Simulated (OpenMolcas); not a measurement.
**How methods differ on C2H6Cl2Si (SMILES C[Si](C)(Cl)Cl)**

C2H6Cl2Si: 11 atoms, total charge 0, spin state singlet. SMILES: `C[Si](C)(Cl)Cl`. The shape is that of a PBE0-D4/def2-TZVP optimisation.

Quantity: the dipole moment, in D. The values are calculated.

| level | kind | program | value (D) | CPU time |
| --- | --- | --- | --- | --- |
| HF/def2-SVP | Hartree–Fock | OpenMolcas | 2.54 | 17 s |
| SVWN5/def2-SVP | LDA | OpenMolcas | 2.31 | 47 s |
| BLYP/def2-SVP | GGA | OpenMolcas | 2.18 | 58 s |
| M06-L/def2-SVP | meta-GGA | OpenMolcas | 2.51 | 71 s |
| r2SCAN/def2-SVP | meta-GGA | OpenMolcas | 2.43 | 67 s |
| B3LYP/def2-SVP | global hybrid | OpenMolcas | 2.30 | 65 s |
| BHLYP/def2-SVP | global hybrid | OpenMolcas | 2.41 | 56 s |
| M06-2X/def2-SVP | hybrid meta-GGA | OpenMolcas | 2.45 | 71 s |

The values span 2.18 to 2.54 D. Magnitudes only. Times are those of the runs behind each value, whatever else they computed, on shared processors of several kinds: orders of magnitude only.

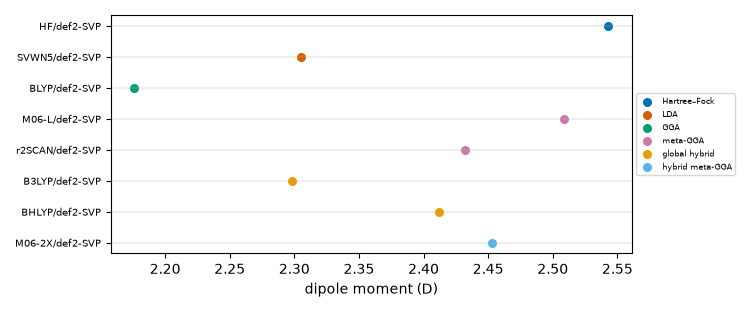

The values of the table, level by level.
